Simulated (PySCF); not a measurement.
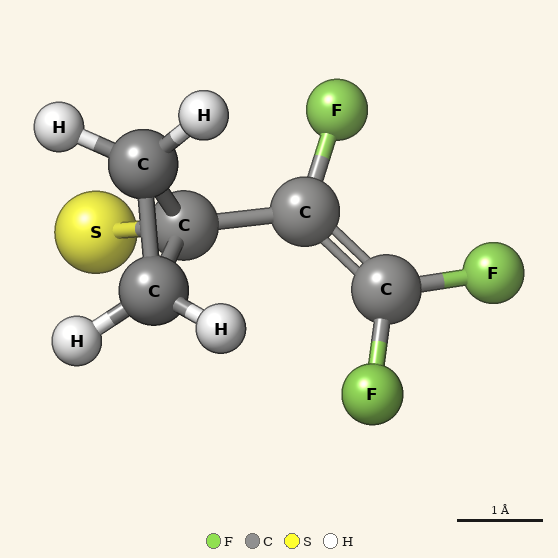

The species has charge −1 and is a spin singlet. Computed geometry: PBE0-D3(BJ)/def2-SVP optimisation. No frequency run is at hand to confirm it as a minimum.

Count the atoms of each element.

C5H4F3S(-), 13 atoms: 5 carbon, 4 hydrogen, 3 fluorine and 1 sulfur.

What is the point group of this geometry?

C1.

Count the bonded pairs by element.

5 C–C, 4 C–H, 3 C–F, 1 C–S.

Give a SMILES string for it.

FC(F)=C(F)C1([S-])CC1

The parts below concern this one geometry. Atoms keep their numbers from picture to picture.

**Shape**

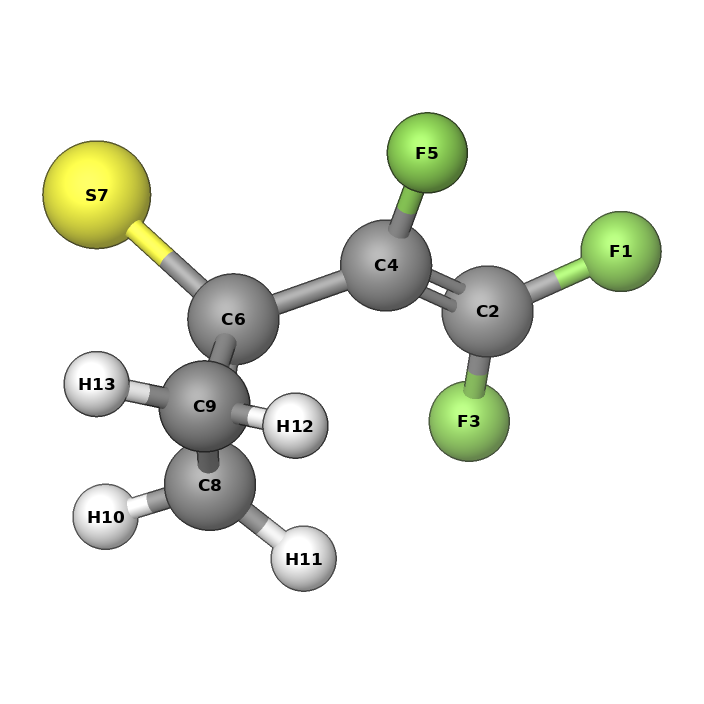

Atoms carry their numbers in the input. No frequency run is at hand to confirm it as a minimum.

What are the angles F1–C2–F3, F3–C2–C4, C4–C6–S7, C4–C6–C8, C6–C8–H11, C6–C9–C8, C6–C9–H13, S7–C6–C8, S7–C6–C9, C8–C6–C9, C8–C9–H12, C9–C8–H10?

```json
{"angle": "F1–C2–F3", "degrees": "110.3"}
{"angle": "F3–C2–C4", "degrees": "125.1"}
{"angle": "C4–C6–S7", "degrees": "113.6"}
{"angle": "C4–C6–C8", "degrees": "117.1"}
{"angle": "C6–C8–H11", "degrees": "120.0"}
{"angle": "C6–C9–C8", "degrees": "60.1"}
{"angle": "C6–C9–H13", "degrees": "113.6"}
{"angle": "S7–C6–C8", "degrees": "121.0"}
{"angle": "S7–C6–C9", "degrees": "120.4"}
{"angle": "C8–C6–C9", "degrees": "59.3"}
{"angle": "C8–C9–H12", "degrees": "117.9"}
{"angle": "C9–C8–H10", "degrees": "118.2"}
```

**Electronic properties**

No frequency run is at hand to confirm it as a minimum. Level of theory: CAM-B3LYP/def2-SVPD, gas phase (PySCF 2.14.0).

Predict the main results.

- HOMO energy (Kohn–Sham orbital): −1.78 eV
- mean static polarisability: 100.3 bohr³

**Quadrupole coupling**

No frequency run is at hand to confirm it as a minimum. Electric field gradients from the ground-state density, PBE0/pcSseg-1 in chloroform (IEF-PCM) (PySCF 2.14.0), non-relativistic apart from any core potentials.

Give the largest field-gradient component, the quadrupole coupling constant and the asymmetry for 33S at S7 (Q = −67.81 mb), 2H at H10 (Q = 2.86 mb), 2H at H11 (Q = 2.86 mb), 2H at H12 (Q = 2.86 mb), 2H at H13 (Q = 2.86 mb).

| atom | V_zz (a.u.) | e²qQ/h (MHz) | η |
| --- | --- | --- | --- |
| S7 | 2.940 | −46.9 | 0.05 |
| H10 | 0.308 | 0.207 | 0.07 |
| H11 | 0.301 | 0.203 | 0.08 |
| H12 | 0.301 | 0.202 | 0.08 |
| H13 | 0.309 | 0.207 | 0.08 |

**NMR shielding**

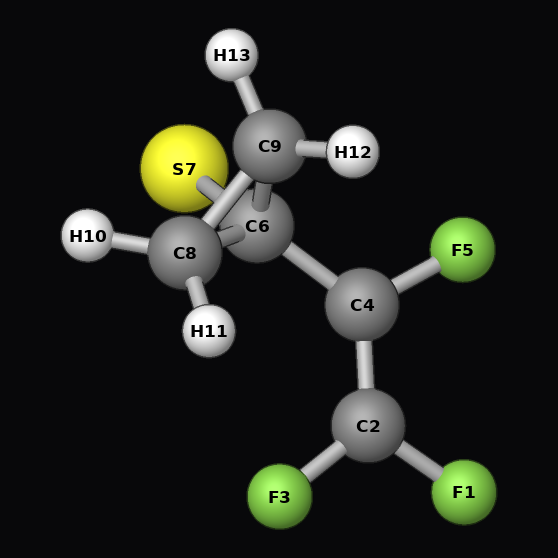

No frequency run is at hand to confirm it as a minimum. Method: GIAO PBE0/pcSseg-1 NMR shielding, non-relativistic, IEF-PCM chloroform (PySCF 2.14.0). Principal shieldings σ11 ≤ σ22 ≤ σ33, span Ω = σ33 − σ11, skew κ = 3(σiso − σ22)/Ω.

Give the shielding tensors of the C atoms.

```tsv
atom	σ11	σ22	σ33	σiso	Ω	κ
C2	−24.4	38.5	57.2	23.8	81.6	−0.54
C4	1.4	35.3	76.7	37.8	75.2	0.10
C6	136.2	139.9	213.7	163.2	77.5	0.90
C8	114.1	171.5	193.6	159.7	79.5	−0.44
C9	111.9	171.7	195.8	159.8	83.9	−0.43
```

Shieldings and span in ppm.
